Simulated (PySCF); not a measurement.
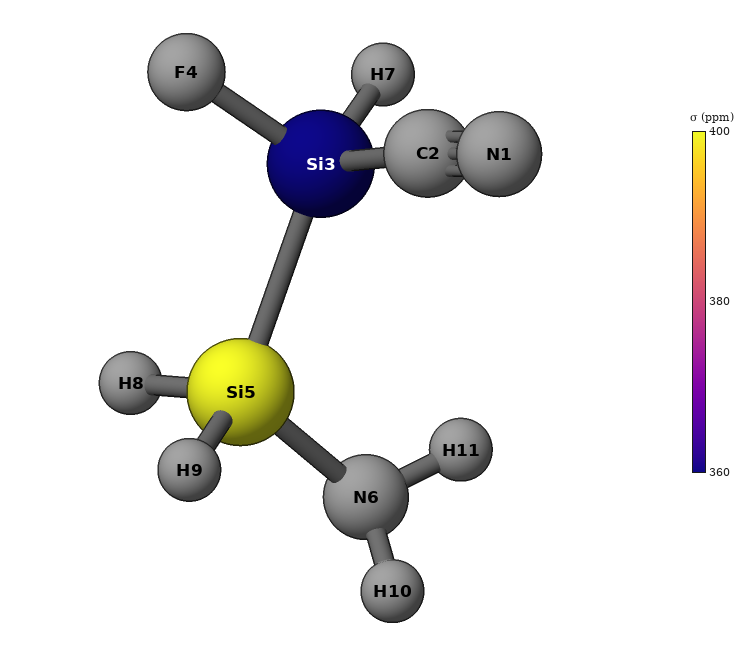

Atoms are coloured by their isotropic NMR shieldings (Si only, the others grey). Geometry: a frame of a GFN2-xTB molecular-dynamics simulation, not a minimum. Method: GIAO PBE0/pcSseg-1 NMR shielding, non-relativistic, gas phase (PySCF 2.14.0).

List the isotropic NMR shieldings of the Si atoms.

| atom | σ (ppm) |
| --- | --- |
| Si3 | 360.1 |
| Si5 | 399.6 |
